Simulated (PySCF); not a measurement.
## A study: Cl2H4N2Ti, SMILES `N[Ti](N)(Cl)Cl`

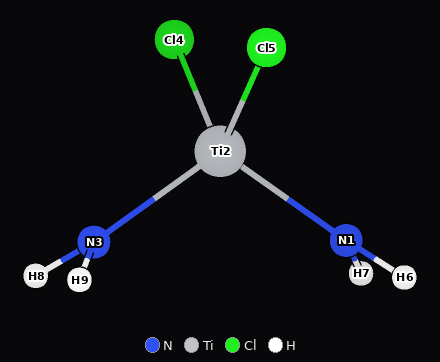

The molecule, with its atoms numbered as below. No frequency check shows the geometry to be a minimum.

Cartesian coordinates (Å):

```
N1      -0.0013   -1.3272   -1.5177
Ti2      0.0001   -0.2947    0.0001
N3       0.0017   -1.3276    1.5175
Cl4     -1.7587    0.9409    0.0009
Cl5      1.7584    0.9414   -0.0006
H6       0.8265   -1.7330   -1.9561
H7      -0.8299   -1.7300   -1.9575
H8      -0.8260   -1.7337    1.9559
H9       0.8303   -1.7368    1.9512
```

Part 1: Bonding charge

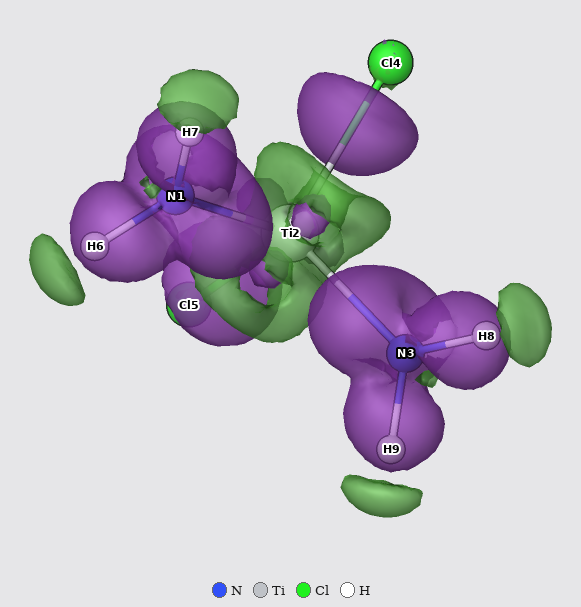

Deformation density (molecule less spherical, spin-averaged free atoms at the same positions), surfaces at ±0.07 e/Å³; purple: gain, green: loss.

Method: PBE/def2-TZVP; geometry: GFN2-xTB; program: PySCF. This is a single-reference result, which may miss multireference character in this system.

> How much density has each bond gained at its critical point, relative to the free atoms?

N1–H6, N1–H7, N3–H8 and N3–H9: +0.73 e/Å³ at the bond critical point (bond length 1.02 Å, Mayer order 0.9). Ti2–N3 and N1–Ti2: +0.24 e/Å³ at the bond critical point (bond length 1.84 Å, Mayer order 1.1). Ti2–Cl5 and Ti2–Cl4: +0.14 e/Å³ at the bond critical point (bond length 2.15 Å, Mayer order 1.1). In all, 1.9 electrons gather in the regions of gain relative to the promolecule. A small or negative value marks a very polar bond, one between electron-rich atoms, whose free-atom densities already overlap strongly, a long bond to a heavier atom, or a closed-shell contact such as a hydrogen bond.

> Where do the Hirshfeld charges lie?

The highest Hirshfeld charge is on Ti2 (+0.44 e), the lowest on N1 and N3 (−0.32 e).

Part 2: Electrostatic potential

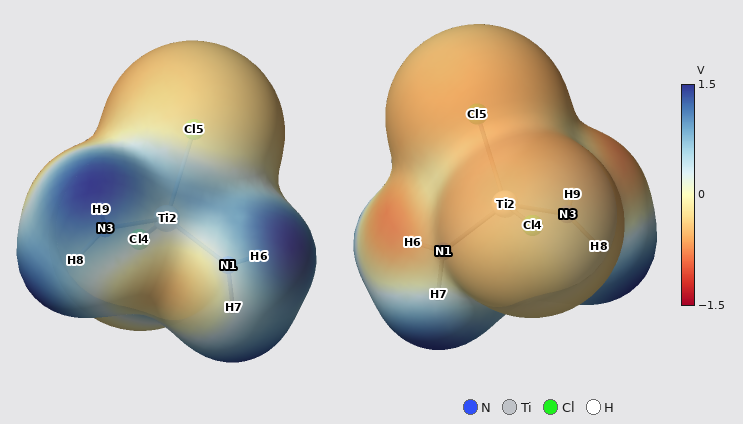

Electrostatic potential on the surface of electron density 0.001 a.u. (back view left, front view right).

> Where are the extremes of the potential on the surface?

Highest: 1.50 V, 1.3 Å from H9, and at like points elsewhere. Further maxima include −0.21 V, off the Ti2–Cl4 bond (2.3 to 2.4 Å from its atoms). Lowest: −0.76 V, over N3, off the plane of its three bonds (2.1 Å). Further minima include −0.61 V, 2.1 Å from Cl5; −0.47 V, over N3, off the plane of its three bonds (2.2 Å). The surface is sampled at points, so like sites can differ by a few per cent and only the strongest of them is named.

Part 3: In an electric field

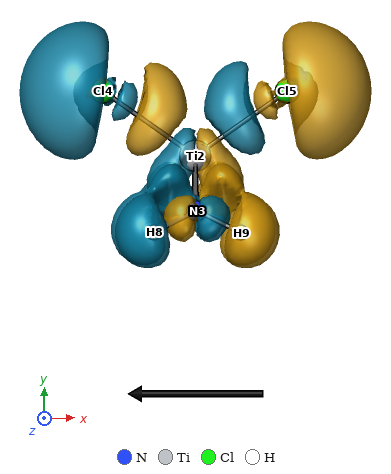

Change of the electron density in a uniform field of 0.21 V/Å along −x (arrow), surfaces at ±0.0015 e/Å³ (yellow: gain, teal: loss).

Method: PBE/def2-TZVP; geometry: GFN2-xTB; program: PySCF. This is a single-reference result, which may miss multireference character in this system. A basis without diffuse functions makes polarisabilities too small.

The field was applied in both directions; the picture shows the one opposite to the script's first.

> What dipole is induced, and what polarisability does it imply?

The induced dipole is 0.86 D (along the field); α along this axis, from the fields in both directions, is 84 bohr³ (12.5 Å³).

Part 4: Removing or adding an electron

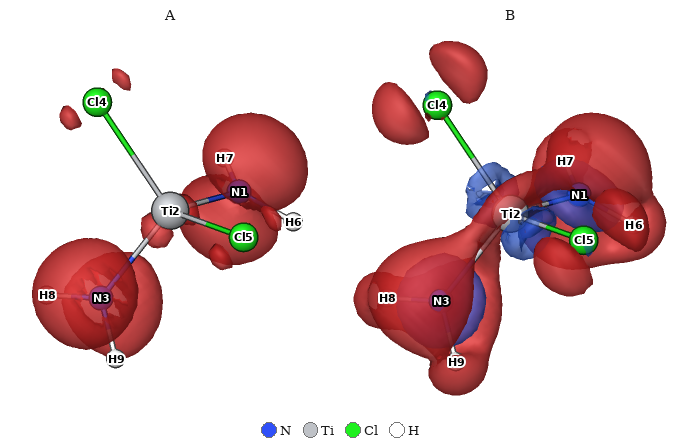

The Fukui function f⁻ from two separate SCF calculations and the density of the HOMO, at ±0.02 e/Å³ (red positive, blue negative).

Level of theory: PBE/def2-TZVP (PySCF), at a geometry from GFN2-xTB. This is a single-reference result, which may miss multireference character in this system.

> Which panel is which, and how good is the frozen-orbital picture?

B is f⁻ (it has negative regions), A the HOMO density. The HOMO lies on N1 and N3 (36 % each) and Ti2 (9 %); f⁻ (Hirshfeld-condensed) is largest on N1 and N3 (0.18 each) and Cl4 and Cl5 (0.15 each); the vertical ionisation energy is 8.80 eV (the stability of the cation's solution wasn't checked). Relaxation shifts 37 % of the electron between atoms. The orbital energy is −5.91 eV.

The PySCF runs shown took 44 s, 110 s and 120 s on 1 thread of Arm Neoverse V2 (shared host).
